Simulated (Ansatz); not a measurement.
## Zn3Sb4O6F6 (I-43m): the dielectric response by several routes

How strongly does Zn3Sb4O6F6 (I-43m) screen? Routes: perturbation theory, a sum over states and the RPA step of G0W0.

Calculated with Ansatz 0.2.0; linear response on PBE, plane waves, PAW.

**1. The starting structure**

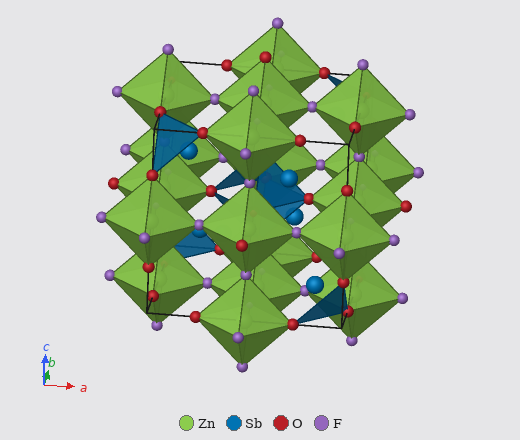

The starting structure, seen slightly off an axis (zinc green, antimony blue, oxygen red, fluorine purple). This picture shows the conventional cell, with its axes. Some periodic images of atoms are drawn too.

Geometry: measured cell, ions relaxed with PBE. The runs that relaxed it are not among those shown. Spin-orbit coupling is left out unless a step names it.

**2. Response to a homogeneous field**

The response to a uniform field gives ε∞, a yardstick for the screening that GW builds on its mesh.

This step: dielectric response by perturbation theory, PBE, plane waves, PAW; PAW set soft_1.

input.yaml reads:

```yaml
crystal:
  lattice:
    - [-4.06455, 4.06455, 4.06455]
    - [4.06455, -4.06455, 4.06455]
    - [4.06455, 4.06455, -4.06455]
  atoms:
    - { symbol: Zn, position: [0.0, 0.5, 0.5] }
    - { symbol: Zn, position: [0.5, 0.0, 0.5] }
    - { symbol: Zn, position: [0.5, 0.5, 0.0] }
    - { symbol: Sb, position: [0.3263421628, 0.0, 0.0] }
    - { symbol: Sb, position: [0.0, 0.0, 0.3263421628] }
    - { symbol: Sb, position: [0.0, 0.3263421628, 0.0] }
    - { symbol: Sb, position: [0.6736578372, 0.6736578372, 0.6736578372] }
    - { symbol: O, position: [0.0, 0.7488176488, 0.7488176488] }
    - { symbol: O, position: [0.2511823512, 0.0, 0.2511823512] }
    - { symbol: O, position: [0.0, 0.2511823512, 0.2511823512] }
    - { symbol: O, position: [0.7488176488, 0.0, 0.7488176488] }
    - { symbol: O, position: [0.2511823512, 0.2511823512, 0.0] }
    - { symbol: O, position: [0.7488176488, 0.7488176488, 0.0] }
    - { symbol: F, position: [0.25, 0.75, 0.5] }
    - { symbol: F, position: [0.75, 0.25, 0.5] }
    - { symbol: F, position: [0.5, 0.25, 0.75] }
    - { symbol: F, position: [0.5, 0.75, 0.25] }
    - { symbol: F, position: [0.75, 0.5, 0.25] }
    - { symbol: F, position: [0.25, 0.5, 0.75] }
kpoints:
  mp_grid: { grid: [4, 4, 4] }
hamiltonian:
  xc: pbe
  pseudopotentials: { kind: paw, azcp: { folder: soft_1 } }
scf:
  occupations: { method: fixed }
dielectric: {}
```

The run is started by

```bash
$ ansatz run input.yaml --threads 2 --pin off --max-ram 92160MiB --backend cuda --events-out ev --progress --plain --runs-dir out --devices 1 --max-vram 13GiB
```

Numbers of over 12 decimals in the logs are rounded to 6 here.

The log of the run:

```text
GPUs: using 1 of 1 available (devices: 1).
Engine: ansatz 0.2.0, x86_64-unknown-linux-gnu
Pseudopotentials: kind: paw
Pseudopotential: Zn, paw, valence charge 12, recommended cutoff 420 eV (normal), soft_1/Zn.paw.azcp
Pseudopotential: Sb, paw, valence charge 15, recommended cutoff 420 eV (normal), soft_1/Sb.paw.azcp
Pseudopotential: O, paw, valence charge 6, recommended cutoff 420 eV (normal), soft_1/O.paw.azcp
Pseudopotential: F, paw, valence charge 7, recommended cutoff 420 eV (normal), soft_1/F.paw.azcp
Functional definition: PBE
  parameter kappa = 0.804
  parameter beta = 0.066725
  exchange = pbe_x(kappa = kappa, mu = beta*pi^2/3)
  correlation = pbe_c(beta = beta)
device memory: the entry about to start is reckoned to put 3.7 GiB on a device that reports 42.2 GiB free (of which the cap on the GPU budget leaves the run 13.0 GiB)
GPU FFT provider: cuFFT
GPU libraries: cuBLAS 13.8.2, cuFFT 12.4.0, cuSOLVER 12.3.4
Crystal: 19 atoms, lattice volume = 268.595 Å³
Basis set: ecut = 420 eV, 5281 PW (Γ), exchange–correlation on 96×96×96 points (8 copies of the dense FFT grid, shifted against one another)
Bands: 106, of which v1, the nominal top of the filled ones, is band 87 counted from 1 (86 counted from 0)
Symmetry: 24 space group operations
k-points: 18 of 64 (irreducible under 4 space group operations, time reversal used)
Non-local potential: Zn, projectors of the file, l = 0: 2, l = 1: 2, l = 2: 3, l = 3: 1
Non-local potential: Sb, projectors of the file, l = 0: 2, l = 1: 2, l = 2: 2, l = 3: 1
Non-local potential: O, projectors of the file, l = 0: 2, l = 1: 2, l = 2: 1
Non-local potential: F, projectors of the file, l = 0: 2, l = 1: 2, l = 2: 1
PAW form: soft (Blöchl's): semilocal exchange-correlation on the pseudo side does not see the compensation charge
PAW one-centre angular grid: Zn, 590 points (default); XC on 64 Gauss nodes
PAW one-centre angular grid: Sb, 590 points (default); XC on 64 Gauss nodes
PAW one-centre angular grid: O, 110 points (default); XC on 64 Gauss nodes
PAW one-centre angular grid: F, 110 points (default); XC on 64 Gauss nodes
Initial density: superposition of atomic densities (chi_scale 0.1, normalization cell, long waves kept (reshape's long-wave potential 0.30 eV rms))
Initial wavefunctions: pseudopotential atomic-orbital guess
GPU buffer pool allocated for 110592 grid points (all kernels)
GPU transforms: local potential and band sums: pruned to the plane-wave sphere, on 48×48×48
Functional: x = pbe(κ = 0.804, μ = 0.219515), c = pbe(β = 0.066725)
SCF iter   1: F=—  HF=-44169.890670 eV  |F-HF|=—  |Δ(HF+E_count)|=         —  Δρ=1.78e-1  dr2=7.51e1  ethr=3.10e-3  ⟨swp⟩=4.0  Hψ=7034  notcnv=0  defer=273
preconditioner: auto → Resta (q_TF=auto, 2.538 Å⁻¹)  ε∞=4.9  [insulator: Δε(μ)=0.823 eV  Ē_g=13.291 eV  n_scr=78 (ndim 8)  ℏωp=26.2 eV  f_vac=0.021  ε∞_Penn≈4.9]
SCF iter   2: F=—  HF=-44154.574082 eV  |F-HF|=—  |Δ(HF+E_count)|=    1.53e1  Δρ=7.44e-2  dr2=7.81e0  ethr=3.10e-3  ⟨swp⟩=3.9  Hψ=4494  notcnv=0  defer=302
SCF iter   3: F=—  HF=-44152.610419 eV  |F-HF|=—  |Δ(HF+E_count)|=    1.96e0  Δρ=2.64e-2  dr2=1.73e0  ethr=3.10e-3  ⟨swp⟩=2.0  Hψ=3472  notcnv=0  defer=272
SCF iter   4: F=—  HF=-44152.207202 eV  |F-HF|=—  |Δ(HF+E_count)|=   4.03e-1  Δρ=8.28e-3  dr2=2.13e-1  ethr=9.93e-4  ⟨swp⟩=2.0  Hψ=3153  notcnv=0  defer=303
SCF iter   5: F=—  HF=-44152.209315 eV  |F-HF|=—  |Δ(HF+E_count)|=   2.11e-3  Δρ=4.84e-3  dr2=3.59e-2  ethr=1.23e-4  ⟨swp⟩=2.9  Hψ=2678  notcnv=0  defer=306
SCF iter   6: F=—  HF=-44152.187830 eV  |F-HF|=—  |Δ(HF+E_count)|=   2.15e-2  Δρ=2.27e-3  dr2=8.43e-3  ethr=2.06e-5  ⟨swp⟩=2.0  Hψ=3168  notcnv=0  defer=306
SCF iter   7: F=—  HF=-44152.186316 eV  |F-HF|=—  |Δ(HF+E_count)|=   1.51e-3  Δρ=4.48e-4  dr2=5.28e-4  ethr=4.84e-6  ⟨swp⟩=2.0  Hψ=2647  notcnv=0  defer=306
SCF iter   8: F=—  HF=-44152.187222 eV  |F-HF|=—  |Δ(HF+E_count)|=   9.06e-4  Δρ=3.11e-4  dr2=2.07e-4  ethr=3.03e-7  ⟨swp⟩=2.0  Hψ=2826  notcnv=0  defer=306
SCF iter   9: F=—  HF=-44152.186281 eV  |F-HF|=—  |Δ(HF+E_count)|=   9.41e-4  Δρ=1.05e-4  dr2=2.17e-5  ethr=1.19e-7  ⟨swp⟩=2.0  Hψ=2813  notcnv=0  defer=232
SCF iter  10: F=—  HF=-44152.187132 eV  |F-HF|=—  |Δ(HF+E_count)|=   8.51e-4  Δρ=2.61e-5  dr2=1.12e-6  ethr=1.25e-8  ⟨swp⟩=2.0  Hψ=2881  notcnv=0  defer=232
[...]
SCF iter  13: F=—  HF=-44152.187134 eV  |F-HF|=—  |Δ(HF+E_count)|=   2.12e-8  Δρ=5.33e-7  dr2=1.16e-9  ethr=7.05e-12  ⟨swp⟩=2.0  Hψ=2774  notcnv=0  defer=232
SCF iter  14: F=—  HF=-44152.187134 eV  |F-HF|=—  |Δ(HF+E_count)|=   1.27e-9  Δρ=2.61e-7  dr2=1.51e-10  ethr=1.00e-12  ⟨swp⟩=2.0  Hψ=2666  notcnv=0  defer=232
SCF iter  15: F=-44152.187134 eV  HF=-44152.187134 eV  |F-HF|=3.64e-11  |Δ(HF+E_count)|=  8.73e-11  Δρ=1.26e-7  dr2=3.12e-11  ethr=1.00e-12  ⟨swp⟩=12.9  Hψ=9374  notcnv=0
SCF 1 converged in 15 iterations: F = -44152.187134 eV  dr2 = 3.12e-11
  greatest PAW one-centre occupation: 0.997 electrons in one spin orbital (limit 2), on the Sb atom at site 3 (counted from 0), in its partial waves of l = 2
the response reads at least the filled bands of the reference SCF and the lowest empty band at each k-point, and that SCF's band table does not vouch for those bands. The notice of the band table in this run's record says why
device memory: the entry about to start is reckoned to put 0.1 GiB (of the 0.3 GiB reckoned in all, the device holds 0.2 GiB already) on a device that reports 53.2 GiB free (of which the cap on the GPU budget leaves the run 12.9 GiB)
device memory: the entry about to start is reckoned to put 3.3 GiB (of the 3.4 GiB reckoned in all, the device holds 0.2 GiB already) on a device that reports 53.2 GiB free (of which the cap on the GPU budget leaves the run 12.8 GiB)
DFPT response loops at Γ: preconditioner auto → Resta (q_TF=auto, 2.538 Å⁻¹)  ε∞=4.6 (no band partly filled); β = 1.00, the filter's whole step (`scf.mixing.beta` (0.50) is not read by the response loops at its default; to damp them type it under 1.00, their step now; it binds the ground state too); Broyden in place of MSR1
── the response to a field inside a basis, on 4×4×4 k-points: an SCF that follows is theirs, and a resumed run solves both again ──
device memory: the entry about to start is reckoned to put 0.7 GiB on a device that reports 50.0 GiB free (of which the cap on the GPU budget leaves the run 12.8 GiB)
GPU FFT provider: cuFFT
GPU libraries: cuBLAS 13.8.2, cuFFT 12.4.0, cuSOLVER 12.3.4
Bands: 88, of which v1, the nominal top of the filled ones, is band 87 counted from 1 (86 counted from 0)
k-points: 6 of 64 (time reversal used)
Initial density: handed on by an earlier stage of this run
Initial wavefunctions: pseudopotential atomic-orbital guess (no wavefunctions were taken with the density)
GPU buffer pool allocated for 110592 grid points (all kernels)
GPU transforms: band sums: pruned to the plane-wave sphere, on 48×48×48
Eigensolver: Dense (6 Hₖ)
SCF iter   1: F=—  HF=-44150.483379 eV  |F-HF|=—  |Δ(HF+E_count)|=         —  Δρ=6.83e-4  dr2=6.07e-4  ethr=1.00e-1
preconditioner: auto → Resta (q_TF=auto, 2.538 Å⁻¹)  ε∞=5.0  [insulator: Δε(μ)=3.077 eV  Ē_g=14.929 eV  n_scr=78 (ndim 8)  ℏωp=29.9 eV  f_vac=0.075  ε∞_Penn≈5.0]
SCF iter   2: F=—  HF=-44150.483455 eV  |F-HF|=—  |Δ(HF+E_count)|=   7.58e-5  Δρ=4.34e-4  dr2=2.39e-4  ethr=3.49e-7
SCF iter   3: F=—  HF=-44150.483479 eV  |F-HF|=—  |Δ(HF+E_count)|=   2.44e-5  Δρ=1.92e-4  dr2=5.88e-5  ethr=1.37e-7
SCF iter   4: F=—  HF=-44150.483457 eV  |F-HF|=—  |Δ(HF+E_count)|=   2.21e-5  Δρ=3.19e-5  dr2=3.47e-6  ethr=3.38e-8
SCF iter   5: F=—  HF=-44150.483458 eV  |F-HF|=—  |Δ(HF+E_count)|=   1.23e-6  Δρ=2.19e-5  dr2=7.20e-7  ethr=1.99e-9
SCF iter   6: F=—  HF=-44150.483458 eV  |F-HF|=—  |Δ(HF+E_count)|=   2.02e-8  Δρ=5.79e-6  dr2=1.09e-7  ethr=4.14e-10
SCF iter   7: F=-44150.483458 eV  HF=-44150.483458 eV  |F-HF|=1.00e-8  |Δ(HF+E_count)|=   1.36e-8  Δρ=1.69e-6  dr2=8.87e-9  ethr=6.27e-11
SCF 1 converged in 7 iterations: F = -44150.483458 eV  dr2 = 8.87e-9
  greatest PAW one-centre occupation: 0.997 electrons in one spin orbital (limit 2), on the Sb atom at site 4 (counted from 0), in its partial waves of l = 2
device memory: the entry about to start is reckoned to put 0.1 GiB (of the 0.2 GiB reckoned in all, the device holds 0.1 GiB already) on a device that reports 51.3 GiB free (of which the cap on the GPU budget leaves the run 12.8 GiB)
device memory: the entry about to start is reckoned to put 3.1 GiB (of the 3.2 GiB reckoned in all, the device holds 0.1 GiB already) on a device that reports 51.1 GiB free (of which the cap on the GPU budget leaves the run 12.5 GiB)
DFPT response loops at Γ: preconditioner auto → Resta (q_TF=auto, 2.538 Å⁻¹)  ε∞=4.4 (no band partly filled); β = 1.00, the filter's whole step (`scf.mixing.beta` (0.50) is not read by the response loops at its default; to damp them type it under 1.00, their step now; it binds the ground state too); Broyden in place of MSR1
SCF converged after 15 iterations
Free energy (F): -44152.187134 eV
Harris-Foulkes:  -44152.187134 eV  (|F-HF|=3.64e-11)
Internal energy: -44152.187134 eV  (E = F + TS)
E sigma→0 (E₀):  -44152.187134 eV
Fermi energy:    6.305322 eV
--- Per-component energies (eV) ---
  E_band       = -859.372532
  E_kinetic    = 3287.751429
  E_local      = -18301.208557  (includes V_loc(G=0)·N_el)
  E_nonlocal   = 4882.766509
  E_hartree    = 7158.093879
  E_xc         = -1520.457960
  E_vxc        = -1653.819359  (∫ρ·V_xc dr)
  E_paw        = -26080.114734  (= ΣΔE_a)
  E_vpaw       = -3391.058966  (= ΣTr[D̂ρ^β])
  E_aug_tail   = 0.008719  (compensation charges beyond the density's cutoff)
  E_ewald      = -13579.026419
  E_smearing   = -0.000000  (= −TS)
  E_closure    = -0.000000  (closes the sum)
  Σ components = -44152.187134   (vs F -44152.187134, Δ=0.00e0)
--- Band table (eV; the first three rows and the last of 18) ---
  k-point 0: bands = [... 83 lower, 5.6341, 6.1510, 6.3053, 6.3053, 10.3950, 10.3950, 11.0756, 11.0756, ... 15 higher]
  k-point 1: bands = [... 83 lower, 5.6920, 5.9147, 6.1325, 6.1797, 10.2466, 10.3599, 10.8741, 10.9945, ... 15 higher]
  k-point 2: bands = [... 83 lower, 5.6198, 5.6898, 5.7228, 6.0594, 10.0486, 10.3421, 10.6867, 10.9952, ... 15 higher]
  k-point 17: bands = [... 83 lower, 5.7889, 5.7889, 6.2541, 6.2541, 9.1249, 9.1249, 11.3701, 11.5182, ... 15 higher]
--- Dielectric response (ions clamped): 3 representative field directions + reference, inside a basis on a mesh of 64 k-points (Σ response iterations 18) ---
  ε∞ (high-frequency dielectric tensor):
        3.769750     0.000000    -0.000000
        0.000000     3.769750    -0.000000
       -0.000000    -0.000000     3.769750
  Born effective charges Z* (e; rows j = field, columns β = displacement):
    site 0:
         2.90943    0.00000    0.00000
         0.00000    2.25780   -0.00000
         0.00000   -0.00000    2.25780
    site 1:
         2.25780    0.00000   -0.00000
         0.00000    2.90943   -0.00000
        -0.00000   -0.00000    2.25780
    site 2:
         2.25780    0.00000   -0.00000
         0.00000    2.25780   -0.00000
        -0.00000   -0.00000    2.90943
    site 3:
         3.29867    0.15808    0.15808
         0.15808    3.29867   -0.15808
         0.15808   -0.15808    3.29867
    site 4:
         3.29867   -0.15808    0.15808
        -0.15808    3.29867    0.15808
         0.15808    0.15808    3.29867
    site 5:
         3.29867    0.15808   -0.15808
         0.15808    3.29867    0.15808
        -0.15808    0.15808    3.29867
    site 6:
         3.29867   -0.15808   -0.15808
        -0.15808    3.29867   -0.15808
        -0.15808   -0.15808    3.29867
    site 7:
        -1.71070    0.00000   -0.00000
         0.00000   -2.04799   -1.14594
         0.00000   -1.14594   -2.04799
    site 8:
        -2.04799   -0.00000    1.14594
         0.00000   -1.71070    0.00000
         1.14594   -0.00000   -2.04799
    site 9:
        -1.71070    0.00000    0.00000
         0.00000   -2.04799    1.14594
        -0.00000    1.14594   -2.04799
    site 10:
        -2.04799    0.00000   -1.14594
         0.00000   -1.71070    0.00000
        -1.14594    0.00000   -2.04799
    site 11:
        -2.04799    1.14594   -0.00000
         1.14594   -2.04799    0.00000
        -0.00000    0.00000   -1.71070
    site 12:
        -2.04799   -1.14594    0.00000
[...]
site 13:
[...]
site 14:
[...]
site 15:
        -1.79323    0.00000    0.00000
         0.00000   -1.35498   -0.15622
         0.00000    0.15622   -1.35498
    site 16:
        -1.79323    0.00000   -0.00000
         0.00000   -1.35498    0.15622
         0.00000   -0.15622   -1.35498
    site 17:
        -1.35498    0.00000    0.15622
         0.00000   -1.79323    0.00000
        -0.15622    0.00000   -1.35498
    site 18:
        -1.35498    0.00000   -0.15622
         0.00000   -1.79323    0.00000
         0.15622    0.00000   -1.35498
  Z* charge neutrality: 2.690e-2 e pre-enforcement
  solved inside a basis spanned on kpoints, on 4×4×4 k-points, taken by the longest dipole's decay: ε∞ is read to err by 1.8e-2, Z* by 8.9e-2 e (field_mesh: kpoints solves on kpoints); Z* is corrected for what the basis lacks
```

The job ended after 74 s (1 × NVIDIA H100 80GB HBM3 (shared by 6 runs) with 2 threads of AMD EPYC 7R13 (Zen 3), shared host; peak memory 2.7 GiB).

The column dr2 measures how far the density is from self-consistency, as an energy; F and HF (Harris–Foulkes) agree once it is small.

This step gave:

```yaml
stated_error_of_eps_infinity: 0.018
```

One over ε∞ averages 0.27, near the quarter of exact exchange in PBE0.

High-frequency dielectric tensor:

```
3.77 0.00 0.00
0.00 3.77 0.00
0.00 0.00 3.77
```

Born effective charge (e), principal values of the symmetric part by kind of site:

| atom | atoms with these values | low | middle | high | mean |
| --- | --- | --- | --- | --- | --- |
| Zn1 | 3 | 2.26 | 2.26 | 2.91 | 2.48 |
| Sb4 | 4 | 2.98 | 3.46 | 3.46 | 3.30 |
| O8 | 6 | -3.19 | -1.71 | -0.90 | -1.94 |
| F14 | 6 | -1.79 | -1.35 | -1.35 | -1.50 |

In full for Sb4:

```
 3.30  0.16  0.16
 0.16  3.30 -0.16
 0.16 -0.16  3.30
```

**3. Independent-particle spectrum**

The independent-particle spectrum shows where the oscillator strength lies, before excitons and local fields.

This step: independent-particle optics on PBE, plane waves, PAW; PAW set soft_1.

input.yaml: that of step 2 with these lines changed.

```diff
@@ -32,2 +32,4 @@
   occupations: { method: fixed }
-dielectric: {}
+  n_extra_bands: 184
+output:
+  optics: { e_range: [0, 25], de: 0.1, sigma: 0.2 }
```

The log of the run:

```text
[...]
GPUs: using 1 of 1 available (devices: 1).
[...]
GPU FFT provider: cuFFT
GPU libraries: cuBLAS 13.8.2, cuFFT 12.4.0, cuSOLVER 12.3.4
Crystal: 19 atoms, lattice volume = 268.595 Å³
Basis set: ecut = 420 eV, 5281 PW (Γ)
Bands: 271, of which v1, the nominal top of the filled ones, is band 87 counted from 1 (86 counted from 0)
Symmetry: 24 space group operations
[...]
k-points: 8 of 64 (time reversal used)
[...]
GPU buffer pool allocated for 110592 grid points (all kernels)
[...]
SCF iter   1: F=—  HF=-44169.896930 eV  |F-HF|=—  |Δ(HF+E_count)|=         —  Δρ=1.78e-1  dr2=7.51e1  ethr=3.10e-3  ⟨swp⟩=4.0  Hψ=8001  notcnv=0  defer=1450
[...]
SCF iter  14: F=-44152.187450 eV  HF=-44152.187450 eV  |F-HF|=0.00e0  |Δ(HF+E_count)|=    0.00e0  Δρ=2.76e-8  dr2=1.72e-12  ethr=1.00e-12  ⟨swp⟩=15.1  Hψ=19552  notcnv=0
SCF 1 converged in 14 iterations: F = -44152.187450 eV  dr2 = 1.72e-12
[...]
Optics k sum: 0 of 8 k-points
Optics k sum: 1 of 8 k-points
[...]
Optics k sum: 8 of 8 k-points
[...]
SCF converged after 14 iterations
Free energy (F): -44152.187450 eV
[...]
Internal energy: -44152.187450 eV  (E = F + TS)
E sigma→0 (E₀):  -44152.187450 eV
Fermi energy:    6.305335 eV
[...]
--- Band table (eV; the first three rows and the last of 8) ---
  k-point 0: bands = [... 83 lower, 5.6341, 6.1510, 6.3053, 6.3053, 10.3950, 10.3950, 11.0756, 11.0756, ... 180 higher]
  k-point 1: bands = [... 83 lower, 5.6921, 5.9147, 6.1325, 6.1797, 10.2466, 10.3600, 10.8742, 10.9945, ... 180 higher]
  k-point 2: bands = [... 83 lower, 5.6199, 5.6898, 5.7228, 6.0595, 10.0486, 10.3421, 10.6867, 10.9952, ... 180 higher]
  k-point 7: bands = [... 83 lower, 5.7889, 5.7889, 6.2541, 6.2541, 9.1249, 9.1249, 11.3702, 11.5182, ... 180 higher]
```

Wall time 38 s (1 × NVIDIA H100 80GB HBM3 (shared by 6 runs) with 2 threads); peak memory 2.6 GiB; 48 s of CPU time.

Numbers from this step:

| Item | Value |
| --- | --- |
| ε∞ without local fields (xx, yy, zz) | 4.188, 4.188, 4.188 |
| electrons in the f-sum (xx, yy, zz) | 111.2, 111.2, 111.2 |
| bands in the explicit sum (the static value is completed to all bands) | 271 |

The sum gives ε∞ = 4.19 without local fields.

The ε₂, xx=yy=zz has structure finer than the step of the table below, so its rows give means over 2 eV, whole bins alone (the curve runs from 0 to 25 eV). Peaks (eV: height): 5.4: 7.72, 6.3: 4.81.

Independent particles, no local fields, Gaussian width 0.2 eV. The ε₂, xx=yy=zz by photon energy; means over each step:

| photon energy (eV) | ε₂, xx=yy=zz |
| --- | --- |
| 2 | 8.3e-5 |
| 4 | 1.49 |
| 6 | 4.82 |
| 8 | 3.03 |
| 10 | 2.13 |
| 12 | 2.10 |
| 14 | 1.78 |
| 16 | 1.54 |
| 18 | 1.14 |
| 20 | 0.893 |
| 22 | 0.642 |
| 24 | 0.488 |

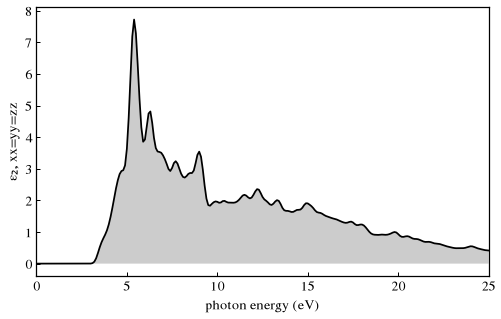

ε₂, xx=yy=zz, plotted against photon energy.

[end of part 1 of 2]

[Paths, hosts, dates, memory and timing lines, banners, echoed tables and standing remarks are left out of the program output.]

[Logs are printed without paths, hosts, clocks, repeated set-up lines and the standing remarks that a program may print on its own settings, such as how far it seeks lower states.]

[Runs of the session that timed out or met a known fault of the program may be left out.]

[Cells called generated may have been cut or substituted from an entry of the Crystallography Open Database or the Materials Project.]

[Hosts, paths, dates, database ids (printed as entryN), source tags and the programs' standing remarks are cut or masked in the printed files.]
